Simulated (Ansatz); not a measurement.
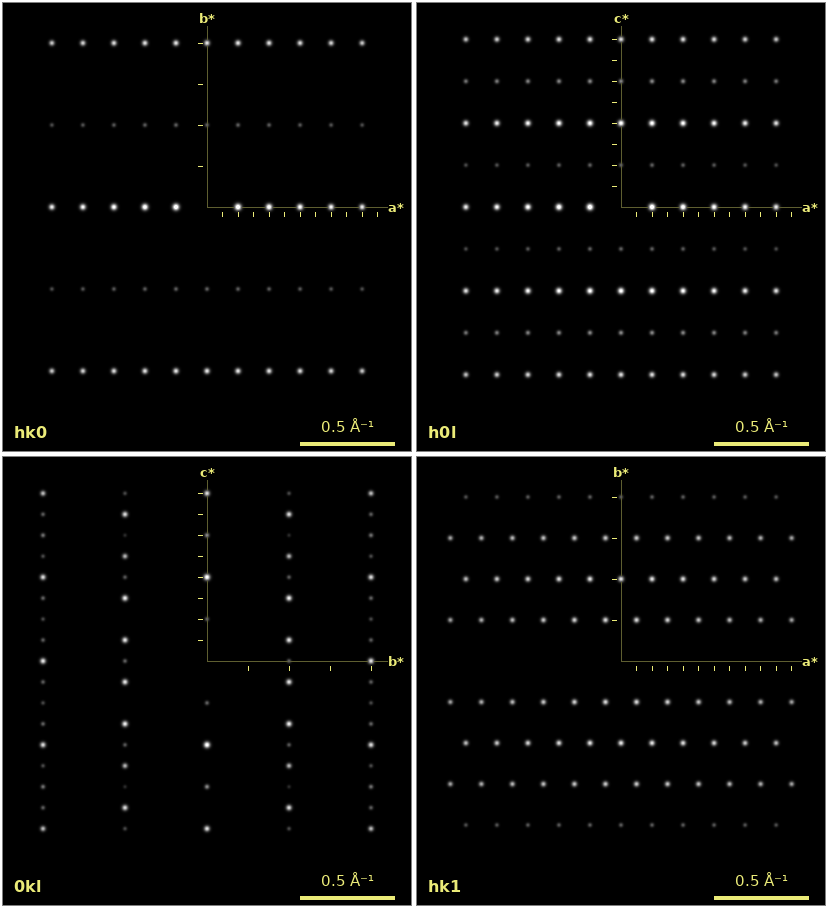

Simulated precession-type sections (X-rays; kinematic intensities, B = 0.5 Å²). The ticks mark integer indices of the conventional cell.

The compound is Br. Structure: the input geometry of an electronic-structure calculation (not necessarily at equilibrium).

> What cell do the layers give?

a* = 0.083, b* = 0.220, c* = 0.112 Å⁻¹; the cell is orthorhombic with a = 12.01 Å, b = 4.54 Å, c = 8.89 Å.

> List the systematic absences.

Reflections are present only under these conditions. hkl: h + k = 2n; hk0: h = 2n, k = 2n; h0l: h = 2n, l = 2n; 0kl: k = 2n; h00: h = 2n; 0k0: k = 2n; 00l: l = 2n. The lattice is C-centred (C). A few very weak reflections are below the display threshold.

> Which space groups fit?

The intensities have Laue symmetry mmm (the hk0 layer shows 2mm, hk1 shows 2mm). With these conditions the candidates are C2ce (No. 41), Cmce (No. 64) (symbols for these axes; some are non-standard settings). Diffraction geometry alone does not choose among them; the structure has Cmce.
